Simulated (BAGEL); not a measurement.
# SnH2Cl2 (SMILES [Cl][SnH2][Cl]): a chain of runs

We compute a single-point energy (HF/x2c-SVPall), then the energy (NEVPT2(2,2)/x2c-SVPall) of SnH2Cl2. 

The results are computed with BAGEL 1.2.2.

1 further run of the same task is left out (set aside as unsound or not needed).

### 1 The system as given

SnH2Cl2 has 5 atoms, charge 0, and is taken as a singlet. SMILES: `[Cl][SnH2][Cl]`. The Sn2–H5 distance was set to 2.712 Å, away from the relaxed value. At this shape a bond of the SMILES string is far longer than usual.

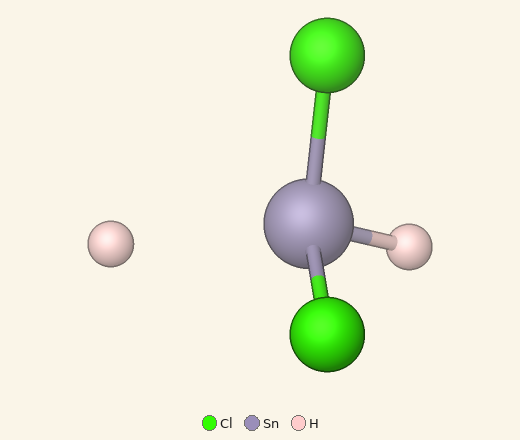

The structure, seen from a chosen angle (chlorine green, tin purple, hydrogen pink).

### 2 The energy at HF/x2c-SVPall (DKH2, density fitting with AutoAux) (run 1)

Contents of input.json:

```json
{ "bagel" : [

{
  "title" : "molecule",
  "basis" : "x2c-svpall.json",
  "df_basis" : "x2c-svpall-autoaux.json",
  "dkh" : true,
  "geometry" : [
    { "atom" : "Cl", "xyz" : [ -4.64953885, -1.51121020,  1.13392638 ] },
    { "atom" : "Sn", "xyz" : [ -0.89333023, -1.08923436, -1.07308476 ] },
    { "atom" : "Cl", "xyz" : [ -1.73010096,  1.55335865, -4.46041884 ] },
    { "atom" : "H", "xyz" : [ -0.11892047, -3.96804314, -2.24603776 ] },
    { "atom" : "H", "xyz" : [  2.45853369,  1.29691904,  1.98307860 ] }
  ]
},
{
  "title" : "hf"
},
{
  "title" : "print",
  "file" : "orbitals.molden",
  "orbitals" : true
}

]}
```

The basis set x2c-SVPall is read from a file made from the Basis Set Exchange's data (not shown).

Command:

```
$ BAGEL_NUM_THREADS=1 BAGEL input.json > input.out
```

What it wrote:

```text
* using 1 threads per process

  ===============================================================
  ===============================================================

  *** Geometry ***

  { "atom" : "Cl", "xyz" : [     -4.649539,     -1.511210,      1.133926 ] },
  { "atom" : "Sn", "xyz" : [     -0.893330,     -1.089234,     -1.073085 ] },
  { "atom" : "Cl", "xyz" : [     -1.730101,      1.553359,     -4.460419 ] },
  { "atom" : "H", "xyz" : [     -0.118920,     -3.968043,     -2.246038 ] },
  { "atom" : "H", "xyz" : [      2.458534,      1.296919,      1.983079 ] },

  Number of auxiliary basis functions:      714

  Since a DF basis is specified, we compute 2- and 3-index integrals:
    o Being stored without compression. Storage requirement is 0.038 GB

  Number of basis functions:       82
  Number of electrons      :       86

    * METHOD: MOLECULE                             0.47

  *** RHF ***

  === Nuclear Repulsion ===
   465.0336201403

      * DIIS with orbital gradients will be used.

  === RHF iteration (x2c-svpall.json) ===
      0      -7094.06356778          0.00673356           0.24
      1      -7094.10655142          0.00321913           0.23
      2      -7094.11605171          0.00045354           0.23
      3      -7094.11644767          0.00011472           0.23
      4      -7094.11647718          0.00003725           0.23
      5      -7094.11648040          0.00000851           0.23
      6      -7094.11648056          0.00000197           0.23
      7      -7094.11648057          0.00000047           0.24
      8      -7094.11648057          0.00000016           0.23
      9      -7094.11648057          0.00000004           0.23
     10      -7094.11648057          0.00000001           0.23
     11      -7094.11648057          0.00000000           0.23
    * SCF iteration converged.

    * Permanent dipole moment:
           (   -0.476872,     0.761534,     0.168327) a.u.

    * METHOD: HF                                   3.33

    * METHOD: PRINT                                0.01

  ===============================================================
```

It took 4.2 s on 1 thread of Arm Neoverse V2, shared host; peak memory 0.18 GiB.

### 3 The energy at NEVPT2(2,2)/x2c-SVPall (DKH2, density fitting with AutoAux) (run 2)

Contents of calc.json:

```json
{ "bagel": [

{
  "title": "molecule",
  "basis": "x2c-svpall.json",
  "df_basis": "x2c-svpall-autoaux.json",
  "dkh": true,
  "geometry": [
    { "atom": "Cl", "xyz": [    -4.64953885,    -1.51121020,     1.13392638 ] },
    { "atom": "Sn", "xyz": [    -0.89333023,    -1.08923436,    -1.07308476 ] },
    { "atom": "Cl", "xyz": [    -1.73010096,     1.55335865,    -4.46041884 ] },
    { "atom": "H", "xyz": [    -0.11892047,    -3.96804314,    -2.24603776 ] },
    { "atom": "H", "xyz": [     2.45853369,     1.29691904,     1.98307860 ] }
  ]
},

{
  "title": "hf"
},

{
  "title": "casscf",
  "nstate": 1,
  "nact": 2,
  "nclosed": 42,
  "active": [43, 44],
  "maxiter": 200,
  "natocc": true
},

{
  "title": "nevpt2",
  "nstate": 1,
  "nact": 2,
  "nclosed": 42,
  "active": [43, 44],
  "maxiter": 200,
  "natocc": true,
  "ncore": 28
},

{
  "title": "print",
  "file": "orbitals.molden",
  "orbitals": true
}

]}
```

The basis set x2c-SVPall is read from a file made from the Basis Set Exchange's data (not shown).

Command:

```
$ BAGEL_NUM_THREADS=1 BAGEL calc.json > calc.out
```

What it wrote:

```text
* using 1 threads per process

  ===============================================================
  ===============================================================

  *** Geometry ***

  { "atom" : "Cl", "xyz" : [     -4.649539,     -1.511210,      1.133926 ] },
  { "atom" : "Sn", "xyz" : [     -0.893330,     -1.089234,     -1.073085 ] },
  { "atom" : "Cl", "xyz" : [     -1.730101,      1.553359,     -4.460419 ] },
  { "atom" : "H", "xyz" : [     -0.118920,     -3.968043,     -2.246038 ] },
  { "atom" : "H", "xyz" : [      2.458534,      1.296919,      1.983079 ] },

  Number of auxiliary basis functions:      714

  Since a DF basis is specified, we compute 2- and 3-index integrals:
    o Being stored without compression. Storage requirement is 0.038 GB

  Number of basis functions:       82
  Number of electrons      :       86

    * METHOD: MOLECULE                             0.44

  *** RHF ***

  === Nuclear Repulsion ===
   465.0336201403

      * DIIS with orbital gradients will be used.

  === RHF iteration (x2c-svpall.json) ===
      0      -7094.06356778          0.00673356           0.25
      1      -7094.10655142          0.00321913           0.24
      2      -7094.11605171          0.00045354           0.24
      3      -7094.11644767          0.00011472           0.24
      4      -7094.11647718          0.00003725           0.24
      5      -7094.11648040          0.00000851           0.24
      6      -7094.11648056          0.00000197           0.24
      7      -7094.11648057          0.00000047           0.24
      8      -7094.11648057          0.00000016           0.24
      9      -7094.11648057          0.00000004           0.24
     10      -7094.11648057          0.00000001           0.23
     11      -7094.11648057          0.00000000           0.23
    * SCF iteration converged.

    * Permanent dipole moment:
           (   -0.476872,     0.761534,     0.168327) a.u.

    * METHOD: HF                                   3.42

  ---------------------------
      CASSCF calculation
  ---------------------------

    ==== Active orbitals : =====
         Orbital 43
         Orbital 44
    ============================

    * nstate   :      1
    * nclosed  :     42
    * nact     :      2
    * nvirt    :     38
  === CASSCF iteration (x2c-svpall.json) ===

    * Using the second-order algorithm

      0  0     -7094.14217632     2.80e-03      0.06

      1  0     -7094.16110838     8.99e-04      0.99

      2  0     -7094.16249310     2.69e-04      1.00

      3  0     -7094.16255325     8.55e-05      1.03

      4  0     -7094.16255769     2.45e-05      1.06

      5  0     -7094.16255803     6.86e-06      1.02

      6  0     -7094.16255806     1.92e-06      1.03

      7  0     -7094.16255806     5.36e-07      0.98

      8  0     -7094.16255806     1.50e-07      0.94

      9  0     -7094.16255806     4.18e-08      0.87

     10  0     -7094.16255806     1.17e-08      0.86

     11  0     -7094.16255806     3.25e-09      0.81

    * Second-order optimization converged. *

     guess   0:   closed 1.                   open ..

  === FCI iteration ===

      0  0     -7094.11302378     6.90e-02      0.00
      1  0     -7094.16251425     1.95e-03      0.00
      2  0 *   -7094.16255806     4.97e-16      0.00

     * ci vector, state   0, <S^2> = 0.0000
       2.     0.9411852388
       .2    -0.3378910272

    * METHOD: CASSCF                              11.26

    * freezing 28 orbitals

  === DF-NEVPT2 calculation ===

    * 3-index integral transformation done
    * assembly done

      NEVPT2 correlation energy:   -0.3899909410      0.09

          (+0)     -0.3190433652
          (+0)'    -0.0334047552
          (+1)     -0.0115801992
          (+1)'    -0.0068566583
          (+2)     -0.0002916523
          (-1)     -0.0148883783
          (-1)'    -0.0016381183
          (-2)     -0.0022878142

      NEVPT2 total energy:       -7094.5525490030

    * METHOD: NEVPT2                               0.41

    * METHOD: PRINT                                0.01

  ===============================================================
```

Wall time 16 s (1 thread of Arm Neoverse V2, shared host); peak memory 0.21 GiB.

### 4 What came out

| quantity | value |
| --- | --- |
| run 1, HF/x2c-SVPall: total energy | -7094.11648 Eh |
| run 1, HF/x2c-SVPall: dipole moment | 2.32 D |
| run 1, HF/x2c-SVPall: HOMO energy | -10.01 eV |
| run 1, HF/x2c-SVPall: LUMO energy | -0.58 eV |
| run 1, HF/x2c-SVPall: HOMO–LUMO gap | 9.43 eV |
| run 2, NEVPT2(2,2)/x2c-SVPall: total energy | -7094.55255 Eh |

In words: One bond (run 1, HF/x2c-SVPall) is far stretched, which a spin-restricted single reference describes badly; a broken-symmetry solution may lie lower.
